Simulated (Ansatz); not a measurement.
Relaxed AlN (zinc blende):

```xyz
4
Lattice="0.0000 4.3695 4.3695 2.1848 2.1848 4.3695 2.1848 2.1848 0.0000" Properties=species:S:1:pos:R:3 pbc="T T T"
N      3.2772     7.6467     7.6467
N      3.2772     5.4619     5.4619
Al     0.0000     0.0000     0.0000
Al     2.1848     4.3695     2.1848
```

The atoms are displaced by Q × the pattern below (from a DFPT mode at X = (0.5, 0.5, 0.0), largest move 1; Q in Å), at fixed cell. It is one choice among 2 degenerate patterns. (q is in reciprocal vectors of the primitive cell; the cell shown is doubled to hold the pattern.)

```json
[
 {"atom": "N1", "x": "0.000", "y": "1.000", "z": "0.000"},
 {"atom": "N2", "x": "0.000", "y": "-1.000", "z": "0.000"},
 {"atom": "Al3", "x": "-0.339", "y": "0.000", "z": "0.000"},
 {"atom": "Al4", "x": "0.339", "y": "0.000", "z": "0.000"}
]
```

Method: r2SCAN (plane waves to 500 eV, PAW, scalar-relativistic; Ansatz, a quantum-chemistry and plane-wave program). k mesh 13×13×13 (Γ-centred), Fermi-Dirac smearing 0.05 eV. Energies are smeared free energies. AlN was relaxed with its symmetry unable to fall. The PAW data are Ansatz's earlier set. The zero of ΔE is the undisplaced structure.

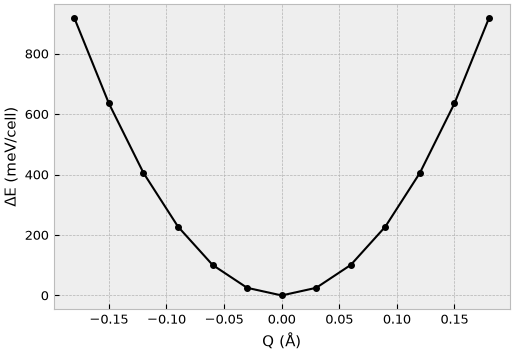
Figure: ΔE (meV/cell) against Q (Å); one marker a computed point.

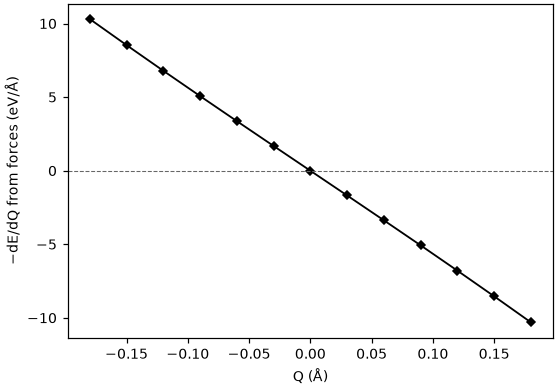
Fig. 1. −dE/dQ from forces (eV/Å) against Q (Å); computed points joined by lines.

Symmetry of the curve: even: the same for both signs. Shape of the curve: a single well with its minimum at or next to zero displacement. Harmonic wavenumber from the curvature (finite differences): 667 cm⁻¹. Space group of the distorted cell: C222_1 (No. 20), lowered from F-43m. Wavenumber by perturbation theory (DFPT, on another k mesh): 667 cm⁻¹.

E″ = 56.05 eV/Å², M = Σ mᵢ|uᵢ|² = 34.2 u, ν̃ = 521.5·√(|E″|/M).

(For displaced atoms, the force is minus the slope of the energy, and its curvature is a force constant, which sets phonon frequencies.)
